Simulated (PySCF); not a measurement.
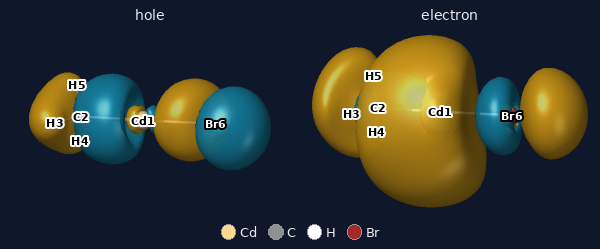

CdMeBr (CH$_{3}$BrCd). Leading natural transition orbital pair of S₃ (TDA singlet states); the surfaces enclose about 85 % of each orbital's density.

Computed with PySCF, ωB97X/def2-SVPD, geometry: GFN2-xTB. Core potentials replace the inner electrons of Cd; spin–orbit coupling isn't included. No frequency check shows the geometry to be a minimum. GFN2-xTB bond lengths at metals and heavier atoms can be off by up to 0.1 Å and shapes distorted, which carries into these values.

Input

```python
import numpy as np
from pyscf import gto, scf, dft, tdscf
from pyscf.scf import atom_ks, atom_hf
from scipy.linalg import block_diag

def solve(mol, dm0=None, hcore=None):
    mf = (dft.UKS if mol.spin else dft.RKS)(mol, xc='wb97x')
    mf.grids.level = 3
    mf = mf.density_fit(auxbasis='def2-universal-jkfit')
    mf.conv_tol, mf.max_cycle = 1e-8, 80
    if hcore is not None:
        mf.get_hcore = lambda *args: hcore
    mf.kernel(dm0)
    if not mf.converged:
        mf = mf.newton().run(mf.mo_coeff, mf.mo_occ, max_cycle=30)
    assert mf.converged, 'SCF not converged'
    return mf

mol = gto.M(atom='''
Cd     0.72323     0.01212     0.00018
C      2.88181    -0.03146    -0.00042
H      3.28939     0.96331     0.15393
H      3.25675    -0.40779    -0.94783
H      3.25314    -0.67591     0.79154
Br    -1.76586    -0.00779    -0.00011
''', basis='def2-svpd', ecp={'Cd': 'def2-svpd'}, charge=0, spin=0, verbose=4)
mf = solve(mol)
td = mf.TDA()
td.nstates, td.singlet, td.conv_tol = 5, True, 1e-5
td.kernel()
td.analyze()
x, y = np.array([p[0] for p in td.xy]), np.array([p[1] + 0 * p[0] for p in td.xy])
f, mu = td.oscillator_strength(), td.transition_dipole()
nto = [td.get_nto(state=i + 1, verbose=4) for i in range(len(td.e))]
# spherically averaged free atoms, for the promolecule
atom_ks.AtomSphAverageRKS.init_guess_by_vsap = lambda self, mol=None: self.init_guess_by_minao(mol)  # core potentials
atm = atom_ks.get_atm_nrks(mol, xc='wb97x')
pro = block_diag(*[(atm[a[0]][2] * atm[a[0]][3]) @ atm[a[0]][2].T for a in mol._atom])
np.savez('result.npz', e=td.e, f=f, ok=td.converged, w=[n[0] for n in nto], nto=[n[1] for n in nto], x=x, y=y, c=mf.mo_coeff, occ=mf.mo_occ, eps=mf.mo_energy, pro=pro, mu=mu)
```

Run with:

```sh
OMP_NUM_THREADS=1 python input.py
```

The run took 4.2 min on 1 thread of Arm Neoverse V1, with other jobs on the host, peak memory 0.64 GiB.

> Give its energy and the atoms that hole and electron lie on.

6.64 eV (187 nm), f = 0.261 (bright), partly diffuse acceptor orbital; the leading pair carries 64 %; hole on Br6 (60 %), C2 (18 %) and Cd1 (15 %), electron on Cd1 (61 %), Br6 (21 %) and C2 (10 %) (atom shares of so diffuse an orbital are rough) (shares are of the whole state, not of the leading pair alone); their centroids lie 0.9 Å apart; S₄ lies within 0.1 eV of it. In canonical orbitals it is mainly HOMO−2 → LUMO (54 %). The HOMO–LUMO gap is 10.82 eV.
